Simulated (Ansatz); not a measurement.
**The cluster Al3Ga2+: charged states by level of theory**

Aim: the energy of adding an electron for the cluster Al3Ga2+, by energy differences, and how well orbital energies stand in for it.

Computed with Ansatz 0.2.0, Gaussian basis. Level: as each input shows.

The runs, in order: charge 0 doublet, at the geometry of the singlet (PBE0-D4/def2-TZVP, PBE-D4/def2-TZVP, r2SCAN-D4/def2-TZVP); the starting singlet's energies come from earlier runs.

3 further runs of the same task are left out: 3 set aside as unsound or not needed. Runs told in other sessions of the task aren't counted.

## Step 1: The structure

The singlet was relaxed beforehand with r2SCAN-D4/def2-SVP. At that level it is the lowest of the isomers that a small search found.

5 atoms, charge 1, spin multiplicity 1.

Atoms are counted from 1 here; the program's logs count them from 0.

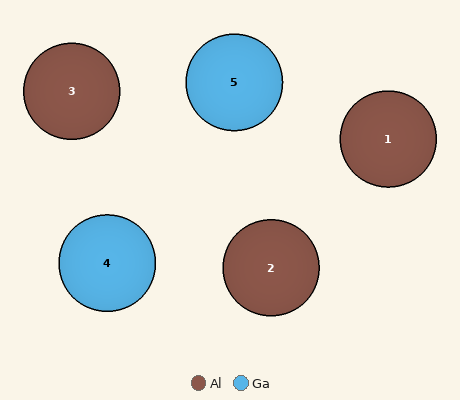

The structure; aluminium brown, gallium blue; atoms are numbered from 1 in the order of the file.

The ion is computed in the gas phase, without counter-ions or solvent.

## Step 2: Charge 0 doublet at the fixed geometry, PBE0-D4/def2-TZVP

Input file in.yaml:

```yaml
crystal:
  periodic: [false, false, false]
  atoms:
    - {symbol: Al, position_ang: [0.085187, 2.114076, -1.499979]}
    - {symbol: Al, position_ang: [-0.268053, -0.411033, -1.599647]}
    - {symbol: Al, position_ang: [0.209390, -0.708469, 2.273884]}
    - {symbol: Ga, position_ang: [-0.226452, -2.081254, 0.147463]}
    - {symbol: Ga, position_ang: [0.199938, 1.086680, 0.678288]}
basis:
  gaussian: {orbitals: def2-TZVP}
magnetization: {spin_polarized: true, initial_magnetization: 1}
hamiltonian: {xc: pbe0, dispersion: d4}
scf: {omitted_lower_state_checks: [starts]}
output: {orbitals: {seedname: orbitals}}
```

On the command line:

```console
$ ansatz run in.yaml --threads 4 --pin off --events-out ev --progress --plain --max-ram 4787MiB
```

The program printed:

```text
Functional definition: PBE0
  name "PBE0"
  cite "Adamo & Barone, J. Chem. Phys. 110, 6158 (1999) doi:10.1063/1.478522"
  cite "Perdew, Burke & Ernzerhof, Phys. Rev. Lett. 77, 3865 (1996) doi:10.1103/PhysRevLett.77.3865"
  parent pbe
  parameter a = 0.25
  parameter kappa = 0.804
  parameter beta = 0.06672455060314922
  exchange = (1 - a)*pbe_x(kappa = kappa, mu = beta*pi^2/3) + a*exact_x
  correlation = pbe_c(beta = beta)
these checks for a lower state are left out or cut short: starts
1663 factors; their error is unknown
mean field evaluation 1: about -124520.6645 eV, gradient 2.2e1 eV
mean field evaluation 2: about -124514.5986 eV, gradient 3.3e1 eV
mean field evaluation 4: about -124522.8632 eV, gradient 3.3e0 eV
mean field evaluation 8: about -124522.9645 eV, gradient 1.9e-1 eV
mean field evaluation 16: about -124523.3823 eV, gradient 3.1e-2 eV
mean field evaluation 32: about -124523.3824 eV, gradient 2.9e-4 eV
mean field -124523.38235739 eV, -4576.1498966541 hartree, gradient 1.9e-5 eV, S^2 0.845011; 0 other end points of the search recorded, 0 dependent functions left out
reference -124523.38238377 eV, -4576.1498976234 hartree; 51, 50 occupied and 156, 157 virtual orbitals, 1663 factors
Total energy: -124523.62338989 eV, -4576.1587544350 hartree
Checks for a lower state left out: starts
```

Wall time 26 s (4 threads of Arm Neoverse V2, shared host); peak memory 1.2 GiB.

HOMO -5.09 eV, LUMO -3.14 eV (over both spins); ⟨S²⟩ 0.845 (pure: 0.75).

## Step 3: Charge 0 doublet at the fixed geometry, PBE-D4/def2-TZVP

start.molden holds the orbitals of an earlier run on this state, given as this run's starting guess.

in.yaml: that of step 2 with these lines changed.

```diff
@@ -9,5 +9,5 @@
 basis:
-  gaussian: {orbitals: def2-TZVP}
+  gaussian: {orbitals: def2-TZVP, initial_orbitals: start.molden}
 magnetization: {spin_polarized: true, initial_magnetization: 1}
-hamiltonian: {xc: pbe0, dispersion: d4}
+hamiltonian: {xc: pbe, dispersion: d4}
 scf: {omitted_lower_state_checks: [starts]}
```

Same command.

The program printed:

```text
Functional definition: PBE
  name "PBE"
  cite "Perdew, Burke & Ernzerhof, Phys. Rev. Lett. 77, 3865 (1996) doi:10.1103/PhysRevLett.77.3865"
  parent pbe
  parameter kappa = 0.804
  parameter beta = 0.06672455060314922
  exchange = pbe_x(kappa = kappa, mu = beta*pi^2/3)
  correlation = pbe_c(beta = beta)
these checks for a lower state are left out or cut short: starts
1513 factors; their error is unknown
mean field evaluation 1: about -124520.0172 eV, gradient 1.1e1 eV
mean field evaluation 2: about -124520.1937 eV, gradient 2.8e-1 eV
mean field evaluation 4: about -124520.1687 eV, gradient 5.0e-2 eV
mean field evaluation 8: about -124520.1688 eV, gradient 9.2e-6 eV
mean field -124520.16875100 eV, -4576.0317987975 hartree, gradient 9.2e-6 eV, S^2 0.772366; 0 other end points of the search recorded, 0 dependent functions left out
reference -124520.16878596 eV, -4576.0318000823 hartree; 51, 50 occupied and 156, 157 virtual orbitals, 1513 factors
Total energy: -124520.44637756 eV, -4576.0420013853 hartree
Checks for a lower state left out: starts
```

Run time: 7 s. Hardware: 4 threads of Arm Neoverse V2, shared host.

From the report: HOMO -4.35 eV, LUMO -3.68 eV (over both spins); ⟨S²⟩ 0.772 (pure: 0.75).

## Step 4: Charge 0 doublet at the fixed geometry, r2SCAN-D4/def2-TZVP

in.yaml: that of step 3 with these lines changed.

```diff
@@ -11,3 +11,3 @@
 magnetization: {spin_polarized: true, initial_magnetization: 1}
-hamiltonian: {xc: pbe, dispersion: d4}
+hamiltonian: {xc: r2scan, dispersion: d4}
 scf: {omitted_lower_state_checks: [starts]}
```

Launched as before.

The program printed:

```text
Functional definition: r2SCAN
  name "r2SCAN"
  cite "Furness, Kaplan, Ning, Perdew & Sun, J. Phys. Chem. Lett. 11, 8208 (2020) doi:10.1021/acs.jpclett.0c02405"
  cite "Furness, Kaplan, Ning, Perdew & Sun, J. Phys. Chem. Lett. 11, 9248 (2020) doi:10.1021/acs.jpclett.0c03077"
  parent r2scan
  parameter k0 = 0.174
  parameter k1 = 0.065
  parameter a1 = 4.9479
  exchange = r2scan_x(k0 = k0, k1 = k1, a1 = a1)
  correlation = r2scan_c
these checks for a lower state are left out or cut short: starts
1513 factors; their error is unknown
mean field evaluation 1: about -124543.6438 eV, gradient 6.9e0 eV
mean field evaluation 2: about -124543.7319 eV, gradient 1.6e-1 eV
mean field evaluation 4: about -124543.6939 eV, gradient 1.4e-2 eV
mean field evaluation 8: about -124543.6939 eV, gradient 1.7e-5 eV
mean field -124543.69388822 eV, -4576.8963316445 hartree, gradient 1.6e-5 eV, S^2 0.875342; 0 other end points of the search recorded, 0 dependent functions left out
reference -124543.69390480 eV, -4576.8963322538 hartree; 51, 50 occupied and 156, 157 virtual orbitals, 1513 factors
Total energy: -124543.74462567 eV, -4576.8981962113 hartree
Checks for a lower state left out: starts
```

It took 48 s on 4 threads of Arm Neoverse V2, shared host; peak memory 0.77 GiB.

From the report: HOMO -4.63 eV, LUMO -3.67 eV (over both spins); ⟨S²⟩ 0.875 (pure: 0.75).

## Step 5: Vertical electron affinity

Starting state less charged state (positive: the electron is bound), singlet to doublet; the starting state's energies are those of its earlier runs.

| level | vertical electron affinity (eV) | time |
| --- | --- | --- |
| PBE-D4/def2-TZVP | +6.40 | 10 s |
| r2SCAN-D4/def2-TZVP | +6.59 | 56 s |
| PBE0-D4/def2-TZVP | +6.51 | 33 s |

Times add the two runs; a level without a time comes out of a correlated run.

Beside −ε(LUMO) of the starting state:

| level | −ε(LUMO) (eV) | by difference (eV) | mismatch (eV) |
| --- | --- | --- | --- |
| PBE-D4/def2-TZVP | 8.42 | 6.40 | +2.02 |
| r2SCAN-D4/def2-TZVP | 8.46 | 6.59 | +1.87 |
| PBE0-D4/def2-TZVP | 7.87 | 6.51 | +1.35 |

## Step 6: Summary of results

```
                                            quantity                                 value
vertical electron affinity, functionals in def2-TZVP  6.40 (PBE-D4) to 6.59 eV (r2SCAN-D4)
```

In words: The vertical electron affinity spans 6.40 to 6.59 eV over the functionals. −ε(LUMO) misses the level's own difference by +1.35 eV at best (PBE0-D4) and +2.02 eV at worst (PBE-D4).
